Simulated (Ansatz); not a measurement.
**Redistribution: C2H4FI + C4H9I → C2H3FI2 + C4H10**

Species: C2H4FI `CC(F)I`, singlet; C4H9I (tert-butyl iodide) `CC(C)(C)I`, singlet; C2H3FI2 `FC(I)CI`, singlet; C4H10 (isobutane) `CC(C)C`, singlet. The partners trade H for I; both sit on C, so the bond types are kept.

Shapes, held fixed at every level: PBE0-D4/def2-TZVP. Flexible molecules stand in one conformer, not always the lowest. Programs: Ansatz 0.2.0. The zero-point and thermal change to 298 K, harmonic and unscaled (PBE0-D4/def2-TZVP), is +1.1 kJ/mol.

| level | kind | ΔH(298 K) (kJ/mol) | less CCSD(T)/def2-TZVPP |
| --- | --- | --- | --- |
| HF/def2-SVP | Hartree–Fock | +17.3 | -5.4 |
| SPW92/def2-TZVPP | LDA | +22.8 | +0.1 |
| B3LYP-D4/def2-TZVPP | global hybrid | +18.4 | -4.3 |
| BHLYP-D4/def2-TZVPP | global hybrid | +19.6 | -3.1 |
| MP2/def2-SVP | perturbation theory | +26.9 | +4.2 |
| CCSD(T)/def2-SVP | coupled cluster or CI | +23.8 | +1.1 |
| CCSD/def2-SVP | coupled cluster or CI | +22.1 | -0.6 |
| CCSD(T)/def2-TZVPP | coupled cluster or CI | +22.7 | 0.0 |

The highest level, CCSD(T)/def2-TZVPP, gives ΔH(298 K) = +22.7 kJ/mol; the levels span +17.3 to +26.9. The column of differences is taken from that level and isn't an error. No measured value is set beside it here. For atoms past krypton def2 sets carry core potentials with scalar relativity. Outer-core shells of I are correlated in most correlated rows, in sets that cover them unevenly.

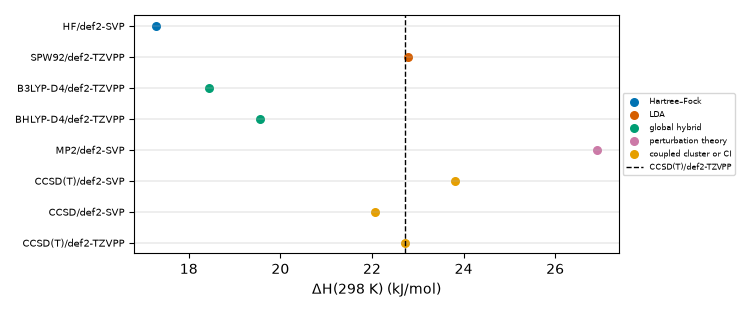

The values of the table, level by level.
